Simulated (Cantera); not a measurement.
Feed: 1 mol (CH3)2SiCl2, 0.39 mol C2H4, 140 mol H2, held at 12.0 mbar.

Cantera equilibrium calculation (NASA polynomials, part measured and part estimated; ideal gas, pure solids and liquids). Candidate condensed phases: C, C6H6, C7H8, C8H18, Si, SiC; 109 gas species. The feed counts by its element totals alone. The tables' values for SiCl are old estimates; treat these amounts as uncertain. Gases not in the tables: Si2H6 and higher silanes. Equilibrium is a limit: real reactors are often held back by kinetics, nucleation or transport.

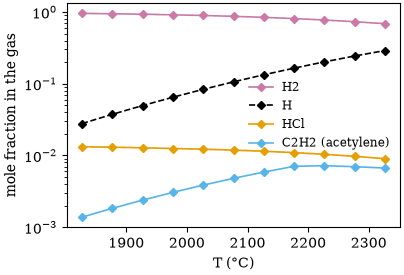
Figure. Equilibrium gas composition (values under 1e-9 drawn at 1e-9)

### Question
Read off the mole fractions at 1827 °C.

### Answer
H2 about 0.96, H about 0.028, HCl about 0.013, C2H2 (acetylene) about 0.0014.
